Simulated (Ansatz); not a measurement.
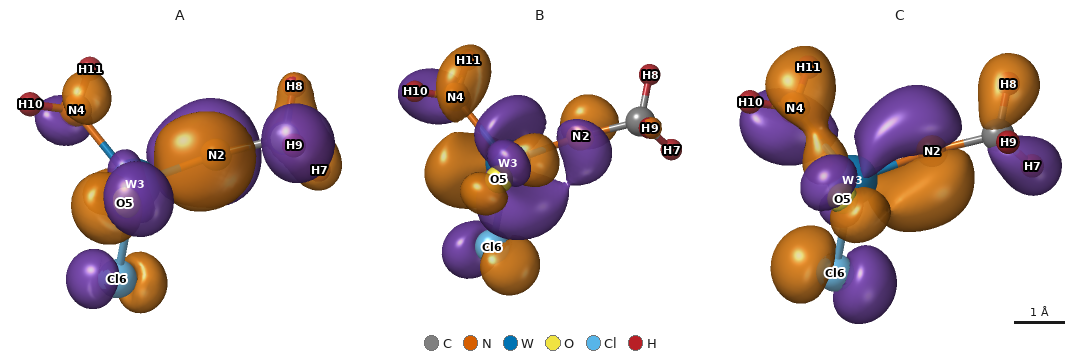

*CH$_{5}$ClN$_{2}$OW (SMILES C[N]=[W]([NH2])(=[O])[Cl]). Three frontier orbitals at ±0.1 Å⁻³ᐟ² (orange and purple are the two phases), in no order.*

Geometry: PBE0-D4/def2-TZVP; core potentials replace the inner electrons of W.

The calculation used RKS PBE0-D4/def2-TZVPP (Ansatz 0.2.0).

Input

```
crystal:
  periodic: [false, false, false]
  atoms:
    - {symbol: C, position_ang: [-0.554641, -1.117711, 1.659529]}
    - {symbol: N, position_ang: [-0.461897, -0.238675, 0.550678]}
    - {symbol: W, position_ang: [0.253296, 1.022817, -0.420021]}
    - {symbol: N, position_ang: [0.537842, 0.225779, -2.165352]}
    - {symbol: O, position_ang: [1.754785, 1.505896, 0.235984]}
    - {symbol: Cl, position_ang: [-1.189732, 2.806823, -0.483452]}
    - {symbol: H, position_ang: [-1.452723, -0.891307, 2.243189]}
    - {symbol: H, position_ang: [-0.638558, -2.152237, 1.310806]}
    - {symbol: H, position_ang: [0.318568, -1.040901, 2.316097]}
    - {symbol: H, position_ang: [1.275385, 0.537103, -2.781175]}
    - {symbol: H, position_ang: [0.157685, -0.657587, -2.466282]}
basis:
  gaussian: {orbitals: def2-TZVPP}
hamiltonian: {xc: pbe0, dispersion: d4}
output: {orbitals: {seedname: orbitals}}
```

Command:

```sh
ansatz run in.yaml --threads 4 --pin off --events-out ev --progress --plain --max-ram 11315MiB
```

Order the three orbitals by energy and name them.

C is the HOMO−1 (−7.91 eV). It lies mainly on N2 (about 30 %), N4 (about 20 %), W3 (about 15 %), Cl6 (about 15 %), O5 (about 10 %) and C1 (about 5 %). A is the HOMO (−7.59 eV). By Hirshfeld shares it lies mainly on N2 (about 45 %), O5 (about 15 %), W3 (about 15 %) and C1 (about 10 %). B is the LUMO (−1.35 eV). By Hirshfeld shares it lies mainly on W3 (about 55 %), N4 (about 10 %), Cl6 (about 10 %) and N2 (about 10 %).

What is the HOMO–LUMO gap?

6.24 eV between the orbital energies.
